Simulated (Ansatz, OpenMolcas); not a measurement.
**A ladder of methods for BBrF2 (SMILES FB(F)Br)**

BBrF2: 4 atoms, total charge 0, spin state singlet. As SMILES, `FB(F)Br`. Geometry: relaxed at PBE0-D4/def2-TZVP.

Each level gives the vertical energy of the triplet above the singlet (eV). The values are calculated.

| level | kind | program | value (eV) | less CCSD(T)/aug-cc-pVDZ | CPU time (all runs) |
| --- | --- | --- | --- | --- | --- |
| TPSS/aug-cc-pVDZ | meta-GGA | OpenMolcas | 6.91 | -0.50 | 2.7 min |
| r2SCAN/aug-cc-pVDZ | meta-GGA | Ansatz | 7.03 | -0.38 | 3.5 min |
| PBE0/aug-cc-pVDZ | global hybrid | OpenMolcas | 7.07 | -0.34 | 88 s |
| CAM-B3LYP/aug-cc-pVDZ | range-separated hybrid | Ansatz | 7.19 | -0.22 | 84 s |
| PBE-QIDH/aug-cc-pVDZ | double hybrid | Ansatz | 7.35 | -0.06 | 2 min |
| RPA@PBE/aug-cc-pVDZ | RPA | Ansatz | 7.11 | -0.30 | 1.9 min |
| CCSD(T)/aug-cc-pVDZ | coupled cluster or CI | Ansatz | 7.41 | 0.00 | 3.3 min |
| CCSD/aug-cc-pVDZ | coupled cluster or CI | Ansatz | 7.39 | -0.02 | 2.7 min |

Differences are taken from CCSD(T)/aug-cc-pVDZ for orientation; it has basis-set and higher-order errors of its own. All-electron rows without a relativistic Hamiltonian named are non-relativistic. Spin-orbit coupling, which can split open shells on such heavy atoms by tenths of an eV, is left out. The values span 6.91 to 7.41 eV. In the correlated wave-function rows the outer d shell of Br is correlated, in sets not made for it. CPU times are rough (shared hosts, several kinds of processor): they show what a rung costs within a factor of a few.

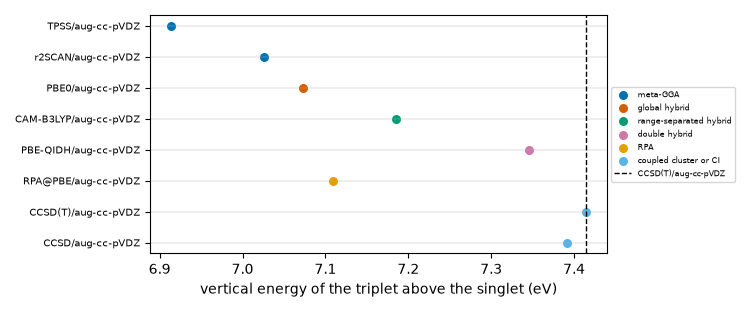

The values of the table, level by level.
